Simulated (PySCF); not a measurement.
# C₂H₄OS₂Si: electronic excitations and core binding energies

Aim: predict the electronic excitations and core binding energies of C₂H₄OS₂Si (`O[SiH]1SC=CS1`).

The runs use PySCF 2.14.0, with density-fitted response routines of our own; the level of theory stands in each step. All values are computed, except where a source is named. Atoms count from 0, in the outputs and in this text.

### Step 1. The molecule as given

10 atoms, charge 0, multiplicity 1; geometry from: GFN2-xTB.

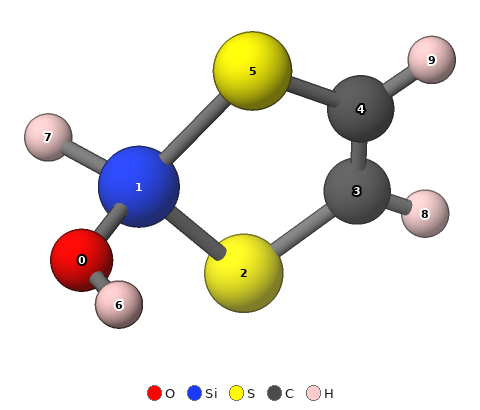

The starting geometry (oxygen red, silicon blue, sulfur yellow, carbon dark grey, hydrogen pink), atoms numbered.

### Step 2. Ultraviolet spectrum: wB97X-D/def2-SVPD

The job: settings as JSON, then the geometry in Å.

```
{"job": {"kind": "uv", "xc": "wB97X-D", "basis": "def2-SVPD", "nstates": 8, "ntriplets": 3}, "charge": 0, "multiplicity": 1}
O     -2.559279    -0.169997     0.680756
Si    -1.151411    -0.647993     0.057968
S      0.398502    -0.994252     1.506680
C      1.605686     0.029854     0.761410
C      1.379015     0.769507    -0.318925
S     -0.158872     0.826290    -1.151347
H     -2.680360     0.599895     1.234370
H     -1.512196    -1.835795    -0.679813
H      2.555762     0.022276     1.267041
H      2.132035     1.404869    -0.751904
```

Method: TDDFT wB97X-D/def2-SVPD, vertical, gas phase, core orbitals frozen in the response.

The run is started by

```bash
$ OMP_NUM_THREADS=1 python probes_run.py task.json out
```

One launch serves the whole session: the jobs run in the order shown.

**Question.** This job is followed by: delta-SCF UKS SCAN, pcX-2 on the ionised atom, pcseg-1 elsewhere, spin-free X2C. Predict these results of the whole session: lowest singlet (wB97X-D/def2-SVPD); brightest single state of those computed; lowest triplet; surface potential, least and greatest; O1s binding energies, SCAN/pcX-2; Si1s binding energies, SCAN/pcX-2; Si2p binding energies, SCAN/pcX-2; S1s binding energies, SCAN/pcX-2; S2p binding energies, SCAN/pcX-2; C1s binding energies, SCAN/pcX-2.

The runs gave:

```
                                quantity                        value
      lowest singlet (wB97X-D/def2-SVPD)  4.75 eV (261 nm), f = 0.003
brightest single state of those computed  state 2, 5.29 eV, f = 0.079
                          lowest triplet                      3.73 eV
   surface potential, least and greatest           -0.96 V and 2.53 V
        O1s binding energies, SCAN/pcX-2                 O0 538.96 eV
       Si1s binding energies, SCAN/pcX-2               Si1 1847.96 eV
       Si2p binding energies, SCAN/pcX-2                Si1 108.16 eV
        S1s binding energies, SCAN/pcX-2                S2 2477.11 eV
        S2p binding energies, SCAN/pcX-2                 S2 169.65 eV
        C1s binding energies, SCAN/pcX-2                 C3 290.92 eV
```

What this shows: The first singlet state (HOMO→LUMO 0.88) lies at 4.75 eV and is weak; of the 8 states computed, the strongest absorption comes from state 2 at 5.29 eV (the last state computed is bright too, and its partners may lie past the list). The lowest triplet lies 1.02 eV below the lowest singlet (triplets in Tamm-Dancoff, singlets in full TDDFT).
